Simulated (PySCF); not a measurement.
Molecule: C5H16Si2, SMILES CC[SiH2][Si](C)(C)C. Atoms near the plane z = 0.8 Å, at the GFN2-xTB optimised geometry (x, y, z in Å): Si3 (-1.2, -1.9, 1.8), Si4 (-0.3, -0.7, 0.0), C6 (1.6, -0.7, 0.0), C7 (-0.9, 1.1, 0.0), H13 (-2.6, -2.4, 1.6), H18 (2.0, -0.2, 0.9), H19 (2.0, -1.7, 0.0), H22 (-2.0, 1.2, 0.0), H23 (-0.6, 1.7, 0.9).

Level of theory: PySCF 2.14.0 with CAM-B3LYP/def2-SVP. The values are rescaled to run from 0 to 1.

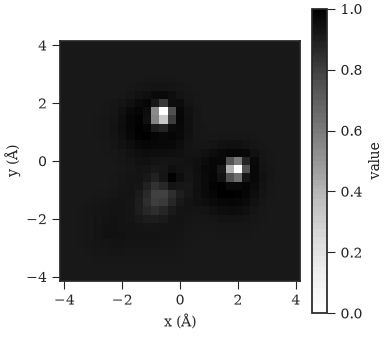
*a field on the plane z = 0.8 Å.*

Problem. Which quantity is mapped?
A) an orbital amplitude
B) log10 of the electron density
C) electrostatic potential
D) Laplacian of the electron density

Solution. D, Laplacian of the electron density. In full: Laplacian of the electron density (e/bohr⁵), clipped to [-1.50, 1.50].
